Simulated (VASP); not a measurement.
Here is the system:

```yaml
crystal:
  lattice:
    - [4.27055, 0.00000, 0.00000]
    - [0.00000, 4.27055, 0.00000]
    - [0.00000, 0.00000, 4.27055]
  atoms:
    - { symbol: Ba, position: [0.00000, 0.00000, 0.00000] }
    - { symbol: Zr, position: [0.50000, 0.50000, 0.50000] }
    - { symbol: O, position: [0.50000, 0.00000, 0.50000] }
    - { symbol: O, position: [0.00000, 0.50000, 0.50000] }
    - { symbol: O, position: [0.50000, 0.50000, 0.00000] }
```

Computed with RPBE GGA, VASP's PBE PAW potentials (set 64) (plane waves; VASP 6.6.1). Numerical set-up: 520 eV cut-off, 6×6×6 Γ-centred mesh, tetrahedra with Blöchl corrections, potentials Ba_sv Zr_sv O.

Unless said otherwise, spin-orbit coupling is left out, though it shifts the bands of the heavy elements here.

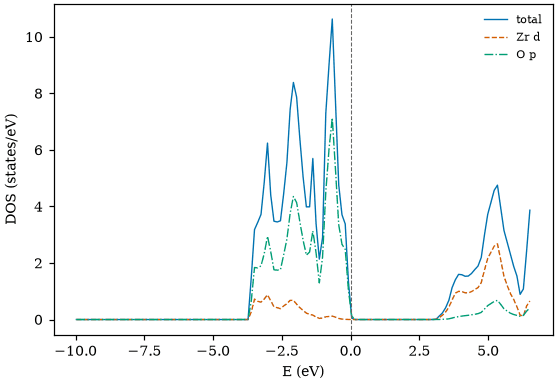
Figure. Total and projected density of states, zero at the valence-band maximum

Within 2 eV below the valence-band maximum the largest weight inside VASP's projection spheres is O p.

The gap is indirect, 3.11 eV, from the valence maximum at R to the conduction minimum at Γ.

The compound is BaZrO3 in the cubic perovskite structure. It was relaxed first, which changed the volume by +6 %.
